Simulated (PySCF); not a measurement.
# CH6Ge: geometry, core binding energies

What core binding energies should CH6Ge (`[CH3][GeH3]`) show?

The runs use PySCF 2.14.0, with density-fitted response routines of our own; the level of theory stands in each step. All values are computed, except where a source is named. Atoms count from 0, in the outputs and in this text.

### Step 1. The molecule as given

8 atoms, charge 0, multiplicity 1; geometry from: GFN2-xTB.

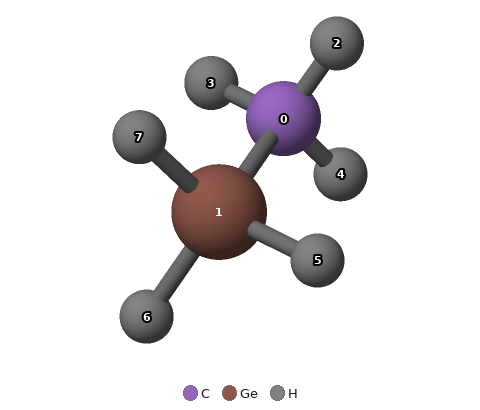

As it starts; carbon purple, germanium brown, hydrogen grey, atoms numbered.

### Step 2. Geometry optimisation at PBE0-D3(BJ)/def2-TZVP

What the job is given:

```
{"job": {"xc": "PBE0", "basis": "def2-TZVP", "d3": "d3bj", "grid": 2, "kind": "geom"}, "charge": 0, "multiplicity": 1}
C     -1.627940    -0.189590     0.023240
Ge     0.317120     0.036950    -0.004480
H     -2.087290     0.509450     0.718230
H     -1.895110    -1.196360     0.330830
H     -2.050250    -0.013900    -0.963550
H      0.699110     1.422920    -0.411430
H      0.962640    -0.906660    -0.966450
H      0.915030    -0.216020     1.341190
```

**Question.** This job is followed by: delta-SCF UKS SCAN, pcX-2 on the ionised atom (unc-x2c-TZVPall on a metal), pcseg-1 elsewhere, spin-free X2C. What will the session give for the following? point group; rotational constants (main isotopes); C1s binding energies, SCAN/pcX-2.

As calculated:

```
                            quantity                  value
                         point group                    C3v
rotational constants (main isotopes)  53.46, 8.61, 8.61 GHz
    C1s binding energies, SCAN/pcX-2           C0 290.37 eV
```

Over 3 steps the energy fell by 0.062 eV; of the close pairs, Ge1–H7 changed most, 1.494 to 1.539 Å. No frequency check was run at this level, so the end point may be a saddle.
